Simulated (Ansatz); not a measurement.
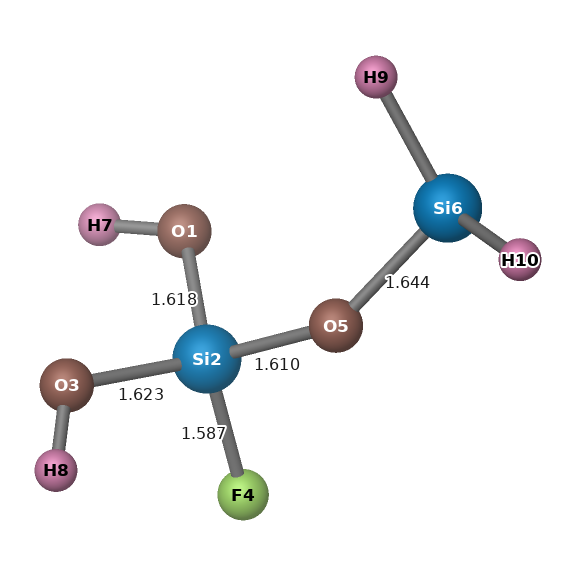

The numbers beside the sticks are distances in Å. Sticks don't show bond order. The species is neutral and a spin doublet. The computed structure is the end point of a PBE0-D4/def2-TZVP optimisation. No frequency run is at hand to confirm it as a minimum.

Assign a bond order to each marked bond.

O1–Si2 single; Si2–O3 single; Si2–F4 single; Si2–O5 single; O5–Si6 single. This is one Lewis structure.

Write the SMILES.

O[Si](O)(F)O[SiH2]
